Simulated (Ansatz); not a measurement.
**Pressure series in hypothetical rock salt PdGe**

Start from PdGe in the rock salt structure (space group Fm-3m, No. 225; a = 5.1282 Å; a hypothetical phase, not in the database extracts checked).

Cell and atoms are relaxed at each pressure.

Calculations: Ansatz (an electronic-structure program) PBEsol, no SOC.

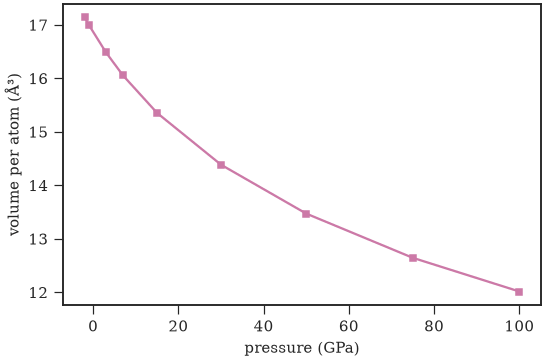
Figure. Volume against pressure

### Question
Estimate the zero-pressure bulk modulus from the plot.

### Answer
About 130 GPa; a third-order Birch–Murnaghan fit to the points gives V₀ = 16.85 Å³/atom, B₀ = 130 GPa and B₀′ = 4.9.

Load acts through the strain it causes; cell and atoms are relaxed under it. No phonon test of stability was made. No other phases were tried under pressure. All final runs are without spin polarisation.
